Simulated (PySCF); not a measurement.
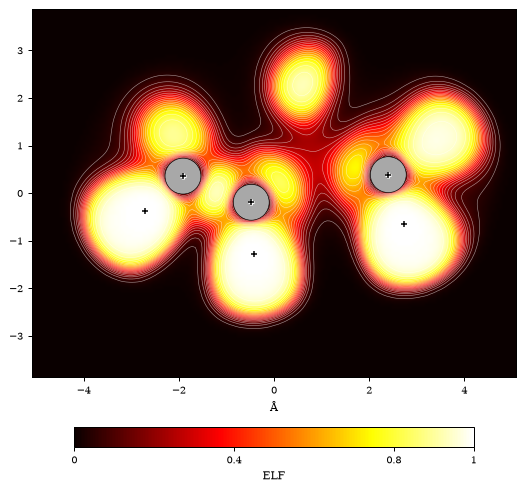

The electron localisation function on a plane through atoms (crosses mark nuclei in the plane; grey discs cover the cores).

Computed with CAM-B3LYP/def2-SVPD, SCF density, gas phase in PySCF 2.14.0.

Candidates:
A. C₃H₉AsSi (SMILES C[AsH][C@H]1C[SiH2]1)
B. BH₁₀NSi₃ (SMILES N[SiH2][SiH2]B[SiH3])

Which system is this?

Answer. Candidate A: C₃H₉AsSi on the plane of atoms C4, C3 and H10, which holds C and H. C–C (1.54 Å): the ELF peaks at about 0.90 between the atoms (a covalent bond). C–H (1.08 Å): the ELF climbs to about 1 towards the hydrogen, as it does in any bond to H; an ordinary covalent bond to hydrogen.
